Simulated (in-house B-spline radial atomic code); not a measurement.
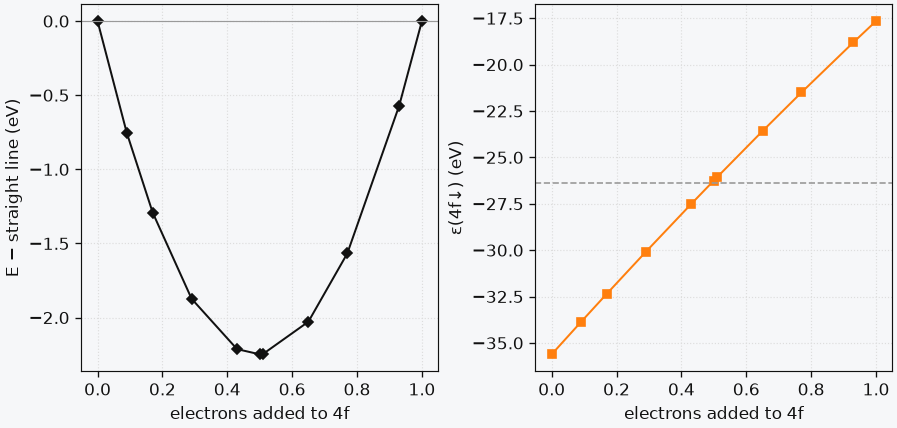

The calculation used an in-house B-spline radial code at this level: scalar-relativistic (spin-free one-electron X2C) PBEsol, spin-polarised, spherical fractional occupations, Fermi nucleus, basis-set limit. The occupation of the 4f shell is varied from Yb³⁺ ([Xe] 4f13 (high spin)) to Yb²⁺ ([Xe] 4f14), with spherical fractional occupations. The plot shows the total energy less the straight line between the end points, and the eigenvalue of 4f↓ (the dashed line is minus the energy to take the whole electron out).

### Is the energy convex or concave in the occupation, and by how much?

The curve is convex (below the straight line), with the largest deviation among the points computed, −2.25 eV, at 0.5. The end points differ by 26.4 eV, the energy to take the electron out. The eigenvalue, which is the slope of the energy (Janak's theorem), moves from −35.6 eV at 0 to −17.7 eV at 1; for a straight line it would stay constant, and a parabola would sag by an eighth of this change, scaled to a whole electron, 2.24 eV. Convexity is the mark of the delocalisation error, which puts fractional charges too low; for p, d and f shells the spherical spreading of the fraction adds to it.
